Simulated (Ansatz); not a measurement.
Geometry relaxation of Ge$_{2}$H$_{6}$O$_{3}$ (part 1 of 2)

System: Ge$_{2}$H$_{6}$O$_{3}$.
Method: RKS PBE/def2-SVP (Ansatz 0.2.0).

It belongs to a series of runs on one base structure; here: start relaxed. Figures and captions count atoms from 1; the log counts them from 0 in places.

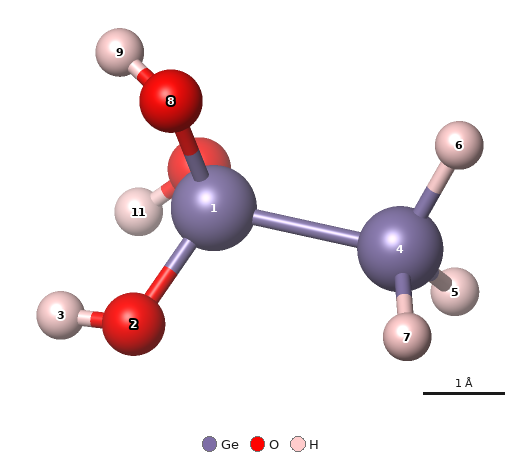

**Figure 1.** The input geometry (ball-and-stick view, seen at a tilt; atoms are numbered from 1 in the order of the input). Sticks mark near contacts.

Results in brief

```tsv
quantity	value
outcome	converged
total energy	−119234.6175 eV
mean-field energy	−119234.6175 eV
largest force (length of the vector) at the end	0.012 eV/Å
hardware	4 threads of Intel Xeon @ 2.50GHz (Skylake/Cascade Lake), 12 GiB of memory available, shared host
wall time	23 s (CPU time 82 s)
peak memory	0.23 GiB
```

Input file
```yaml
crystal:
  periodic: [false, false, false]
  atoms:
    - { symbol: Ge, position_ang: [0.0, 0.0, 0.0] }
    - { symbol: O, position_ang: [0.0, 0.0, 1.77] }
    - { symbol: H, position_ang: [-0.9095, -0.2814, 2.1071] }
    - { symbol: Ge, position_ang: [2.2632, 0.0, -0.7992] }
    - { symbol: H, position_ang: [2.7487, -1.4611, -0.9782] }
    - { symbol: H, position_ang: [2.3309, 0.7367, -2.1612] }
    - { symbol: H, position_ang: [3.1736, 0.7244, 0.225] }
    - { symbol: O, position_ang: [-0.8337, 1.4443, -0.5894] }
    - { symbol: H, position_ang: [-1.7915, 1.2136, -0.8118] }
    - { symbol: O, position_ang: [-0.8337, -1.4443, -0.5894] }
    - { symbol: H, position_ang: [-1.2883, -1.91, 0.183] }
basis:
  gaussian: { orbitals: def2-SVP }
hamiltonian:
  xc: pbe
relax:
  f_tol: 0.02
  max_steps: 40
output:
  orbitals: {}
```

Command:
```bash
ansatz run input.yaml --threads 4 --pin off --max-ram 5120MiB --backend cpu --events-out ev --progress --plain --runs-dir out
```

Output
```
The last accepted step is kept in [file] (removed where the run ends without a failure and the disk answers)
Engine: ansatz 0.2.0, x86_64-unknown-linux-gnu
Functional definition: PBE
  parameter kappa = 0.804
  parameter beta = 0.06672455060314922
  exchange = pbe_x(kappa = kappa, mu = beta*pi^2/3)
  correlation = pbe_c(beta = beta)
1479 factors; their error is unknown
mean field evaluation 1: about -119219.6952 eV, gradient 9.4e1 eV
mean field evaluation 2: about -119157.1547 eV, gradient 2.0e2 eV
mean field evaluation 4: about -119233.6706 eV, gradient 2.0e1 eV
mean field evaluation 8: about -119234.4277 eV, gradient 1.5e-1 eV
mean field evaluation 16: about -119234.3473 eV, gradient 4.8e-4 eV
mean field -119234.34726612 eV, -4381.7814420867 hartree, gradient 3.7e-5 eV, S^2 0.000000; 0 other end points of the search recorded, 0 dependent functions left out
the calculation of the forces begins
reference -119234.34730709 eV, -4381.7814435922 hartree; 47, 47 occupied and 89, 89 virtual orbitals, 1479 factors
relax step   1: F+E_penalty+E_count = -119234.34726612 eV  Δ(F+E_penalty+E_count) = +0.000e0 eV  max|allowed force component| = 1.880e0 eV/Å  Δτ_max = 0.0000 Å  (28 SCF iters, accepted)
these checks for a lower state are left out or cut short: starts, cluster_reference, orbital_swaps, neighbouring_geometries, increment
1479 factors; their error is unknown
mean field -119234.48037397 eV, -4381.7863337100 hartree, gradient 6.6e-5 eV, S^2 0.000000; 0 other end points of the search recorded, 0 dependent functions left out
[... from here on the field's lines of each further geometry are left out, up to the last ...]
relax step   2: F+E_penalty+E_count = -119234.48037397 eV  Δ(F+E_penalty+E_count) = -1.331e-1 eV  max|allowed force component| = 1.425e0 eV/Å  Δτ_max = 0.1652 Å  (33 SCF iters, accepted)
relax step   3: F+E_penalty+E_count = -119234.53517504 eV  Δ(F+E_penalty+E_count) = -5.480e-2 eV  max|allowed force component| = 1.255e0 eV/Å  Δτ_max = 0.1520 Å  (30 SCF iters, accepted)
relax step   4: F+E_penalty+E_count = -119234.54799591 eV  Δ(F+E_penalty+E_count) = -1.282e-2 eV  max|allowed force component| = 3.238e-1 eV/Å  Δτ_max = 0.1966 Å  (31 SCF iters, accepted)
relax step   5: F+E_penalty+E_count = -119234.57455794 eV  Δ(F+E_penalty+E_count) = -2.656e-2 eV  max|allowed force component| = 5.368e-1 eV/Å  Δτ_max = 0.1999 Å  (30 SCF iters, accepted)
relax step   6: F+E_penalty+E_count = -119234.60479864 eV  Δ(F+E_penalty+E_count) = -3.024e-2 eV  max|allowed force component| = 9.063e-2 eV/Å  Δτ_max = 0.0919 Å  (30 SCF iters, accepted)
relax step   7: F+E_penalty+E_count = -119234.61043757 eV  Δ(F+E_penalty+E_count) = -5.639e-3 eV  max|allowed force component| = 2.456e-2 eV/Å  Δτ_max = 0.0985 Å  (30 SCF iters, accepted)
relax step   8: F+E_penalty+E_count = -119234.60557653 eV  Δ(F+E_penalty+E_count) = +4.861e-3 eV  max|allowed force component| = 4.909e-1 eV/Å  Δτ_max = 0.1954 Å  (30 SCF iters, rejected (line search))
relax step   9: F+E_penalty+E_count = -119234.61368013 eV  Δ(F+E_penalty+E_count) = -3.243e-3 eV  max|allowed force component| = 1.917e-2 eV/Å  Δτ_max = 0.0976 Å  (26 SCF iters, accepted)
relax step  10: F+E_penalty+E_count = -119234.61505357 eV  Δ(F+E_penalty+E_count) = -1.373e-3 eV  max|allowed force component| = 7.380e-2 eV/Å  Δτ_max = 0.0982 Å  (26 SCF iters, accepted)
relax step  11: F+E_penalty+E_count = -119234.61508992 eV  Δ(F+E_penalty+E_count) = -3.635e-5 eV  max|allowed force component| = 1.330e-1 eV/Å  Δτ_max = 0.0661 Å  (26 SCF iters, accepted)
relax step  12: F+E_penalty+E_count = -119234.61646089 eV  Δ(F+E_penalty+E_count) = -1.371e-3 eV  max|allowed force component| = 5.647e-2 eV/Å  Δτ_max = 0.0143 Å  (28 SCF iters, accepted)
relax step  13: F+E_penalty+E_count = -119234.61694003 eV  Δ(F+E_penalty+E_count) = -4.791e-4 eV  max|allowed force component| = 1.909e-2 eV/Å  Δτ_max = 0.0166 Å  (27 SCF iters, accepted)
relax step  14: F+E_penalty+E_count = -119234.61725739 eV  Δ(F+E_penalty+E_count) = -3.174e-4 eV  max|allowed force component| = 7.312e-3 eV/Å  Δτ_max = 0.0340 Å  (27 SCF iters, accepted)
the calculation of the forces begins
reference -119234.61751769 eV, -4381.7913736486 hartree; 47, 47 occupied and 89, 89 virtual orbitals, 1479 factors
relax step  15: F+E_penalty+E_count = -119234.61747766 eV  Δ(F+E_penalty+E_count) = -2.203e-4 eV  max|allowed force component| = 1.106e-2 eV/Å  Δτ_max = 0.0522 Å  (27 SCF iters, accepted)
```

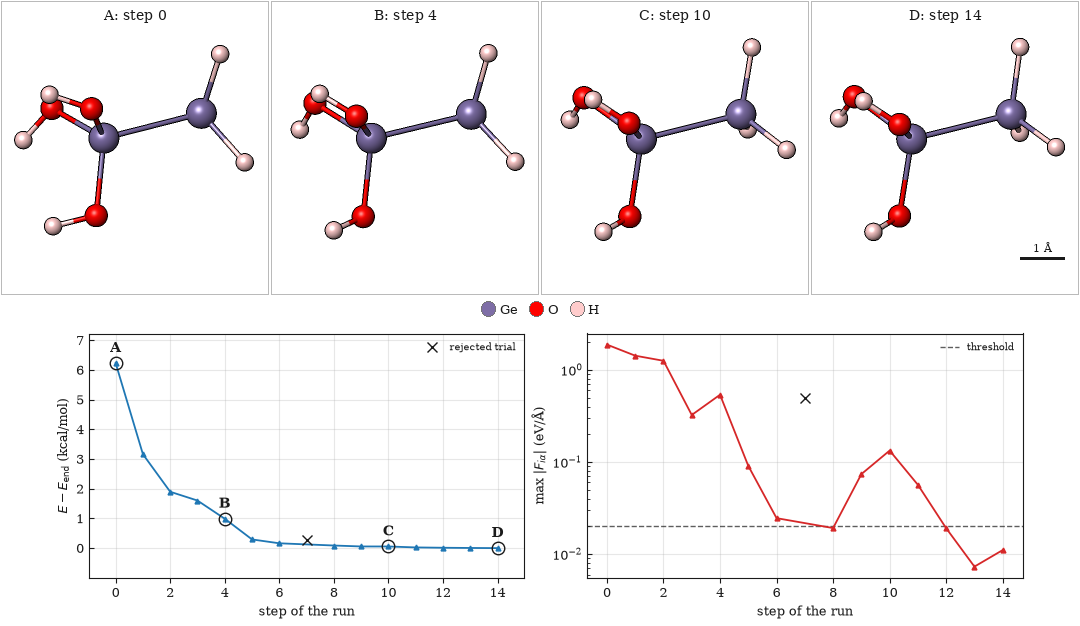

**Figure 2.** Frames of the relaxation (ball-and-stick view, seen at a tilt) above the curves, on which the letters mark them (the first geometry is step 0 here and step 1 in the log).

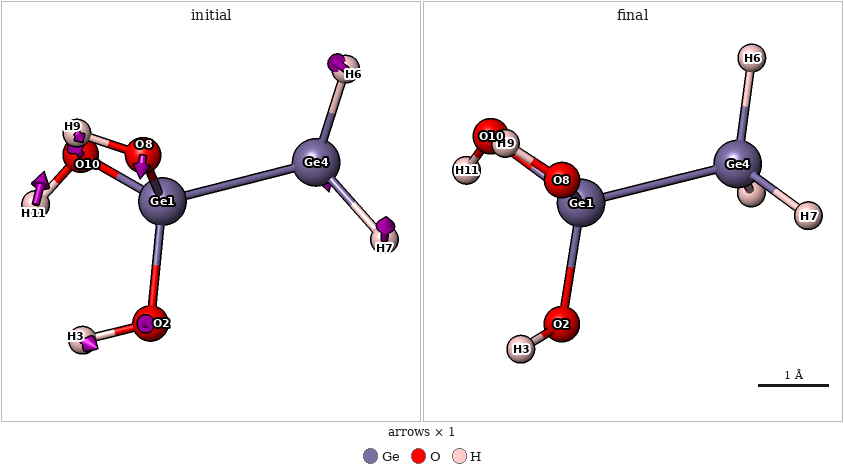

**Figure 3.** Before (left) and after (right) the relaxation, at one scale (ball-and-stick view, seen at a tilt). The pink arrows give the displacements, at true length. H5 moves most after the best rigid fit: 0.60 Å. Largest moves by element: H 0.60 Å, O 0.44 Å, Ge 0.07 Å. Among the contacts that change: Ge1–O10 1.769 → 1.806 Å, O10–H11 1.010 → 0.976 Å, Ge1–Ge4 2.400 → 2.433 Å, Ge1–O2 1.770 → 1.801 Å. Among the angles that change: O8–Ge1–O10 109.5° → 102.8°, Ge4–Ge1–O10 109.5° → 114.7°, Ge4–Ge1–O8 109.5° → 112.4°. The energy falls by 6.23 kcal/mol in 14 geometry steps. The largest force component goes from 1.9 to 0.011 eV/Å. The line search rejected the trial step at point 7 (counted from 0) and went back. (Atoms are counted from 1 in the order of the input.)

```
1479 factors; their error is unknown
mean field -119234.61747766 eV, -4381.7913721775 hartree, gradient 6.7e-5 eV, S^2 0.000000; 1 other end points of the search recorded, 0 dependent functions left out
the calculation of the forces begins
reference -119234.61751769 eV, -4381.7913736486 hartree; 47, 47 occupied and 89, 89 virtual orbitals, 1479 factors
Total energy: -119234.61751769 eV, -4381.7913736486 hartree
Atom 0 at    -0.032163    -0.055030     0.023672 Å, force    -0.000338    -0.007796     0.002173 eV/Å
Atom 1 at    -0.017277    -0.441799     1.782712 Å, force    -0.002616     0.000902    -0.000666 eV/Å
Atom 2 at    -0.755124     0.028602     2.218242 Å, force     0.003306    -0.000319    -0.001354 eV/Å
Atom 3 at     2.266189    -0.018543    -0.773205 Å, force     0.001748    -0.002224     0.001827 eV/Å
Atom 4 at     2.957281    -1.358809    -0.415544 Å, force    -0.003425     0.011062    -0.002636 eV/Å
Atom 5 at     2.264379     0.164250    -2.311241 Å, force     0.003807     0.000703     0.008771 eV/Å
Atom 6 at     3.026613     1.153548    -0.105896 Å, force     0.001919    -0.006410    -0.007384 eV/Å
Atom 7 at    -0.869498     1.513617    -0.231292 Å, force    -0.002661     0.007860     0.000984 eV/Å
Atom 8 at    -1.720029     1.328296    -0.676615 Å, force     0.000191    -0.000263     0.000355 eV/Å
Atom 9 at    -1.108954    -1.228005    -0.828814 Å, force    -0.001624    -0.009958    -0.001715 eV/Å
Atom 10 at    -1.151716    -2.063927    -0.326118 Å, force    -0.000308     0.006442    -0.000355 eV/Å
Dipole moment:    -0.152539    -0.159330     0.037158 e Å
```

Trajectory as extended XYZ (Å, eV, eV/Å), 10 of the 15 frames kept, from step=1 to step=15
```
11
Properties=species:S:1:pos:R:3:forces:R:3 step=1 energy=-119234.34727
Ge    0.0000    0.0000    0.0000    0.9586   0.2385  -0.2717
O     0.0000    0.0000    1.7700   -1.3614  -0.6213   1.3172
H    -0.9095   -0.2814    2.1071    1.2927   0.5251  -0.3374
Ge    2.2632    0.0000   -0.7992    0.3193   0.1010  -0.0439
H     2.7487   -1.4611   -0.9782   -0.0102   0.0229   0.0152
H     2.3309    0.7367   -2.1612    0.0110  -0.0291   0.0187
H     3.1736    0.7244    0.2250    0.0248  -0.0104  -0.0408
O    -0.8337    1.4443   -0.5894   -1.8799   0.2143  -0.6341
H    -1.7915    1.2136   -0.8118    1.3412   0.3736   0.2721
O    -0.8337   -1.4443   -0.5894   -1.3576  -1.3798   0.8938
H    -1.2883   -1.9100    0.1830    0.6614   0.5652  -1.1890
11
Properties=species:S:1:pos:R:3:forces:R:3 step=3 energy=-119234.53517
Ge   -0.0092   -0.0259   -0.0045    0.0414  -0.0658   0.0064
O     0.0316   -0.1455    1.7976   -1.2545   0.0573   0.4132
H    -0.9013   -0.0399    2.1653    1.2527  -0.0534  -0.4755
Ge    2.2956    0.0014   -0.8020   -0.0160   0.0031   0.0350
H     2.8038   -1.4533   -0.9693   -0.0236   0.0099   0.0303
H     2.3600    0.7156   -2.1741   -0.0133   0.0102   0.0159
H     3.1796    0.7433    0.2301    0.0115   0.0132  -0.0267
O    -0.8961    1.4481   -0.5270   -0.1638  -0.0057  -0.0300
H    -1.7984    1.2056   -0.8251    0.1896  -0.0224   0.0421
O    -0.9847   -1.4101   -0.6421   -0.2686  -0.3791   0.5480
H    -1.2210   -2.0171    0.1069    0.2445   0.4326  -0.5586
11
Properties=species:S:1:pos:R:3:forces:R:3 step=4 energy=-119234.54800
Ge    0.0097   -0.0338    0.0151   -0.2114   0.1895  -0.0958
O     0.0303   -0.2539    1.8076   -0.2987   0.1072  -0.0652
H    -0.8250    0.1100    2.1315    0.2715  -0.0872   0.0332
Ge    2.3054   -0.0051   -0.7907   -0.0076  -0.0011  -0.0018
H     2.8150   -1.4598   -0.9069    0.0292  -0.0392   0.0001
H     2.3508    0.6770   -2.1774   -0.0172  -0.0057  -0.0229
H     3.1812    0.7815    0.2099    0.0214   0.0207   0.0234
O    -0.9639    1.4236   -0.4062   -0.2249  -0.1752  -0.1685
H    -1.7541    1.0148   -0.8411    0.3067   0.3238   0.1980
O    -1.1158   -1.2743   -0.6888    0.2880  -0.0203   0.1221
H    -1.1740   -1.9579    0.0029   -0.1571  -0.3124  -0.0226
```
